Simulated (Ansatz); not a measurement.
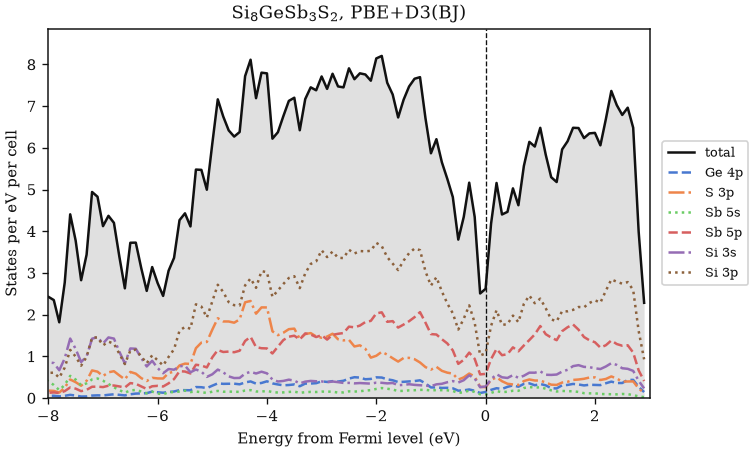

Density of states. Energies are counted from the Fermi level. The partial curves are projected on Löwdin-orthogonalised atomic shells.

The material is Si$_{8}$GeSb$_{3}$S$_{2}$ (amorphous cell), 14 atoms in the cell.

Ansatz 0.2.0; DFT PBE+D3(BJ), scalar-relativistic, plane waves, PAW, no spin polarisation, 5×5×5 k mesh, 420 eV cutoff, Gaussian smearing of 0.1 eV.

Metal or insulator, and how many states lie at the Fermi level?

Answer. It is a metal. The density of states at the Fermi level is about 3.8 per eV and cell (mean within 0.25 eV), or 0.27 per atom.

What carries the states at the Fermi level?

Answer. By projected weight, the states within 0.3 eV of the Fermi level are Si 3p (45 %) and Sb 5p (25 %).
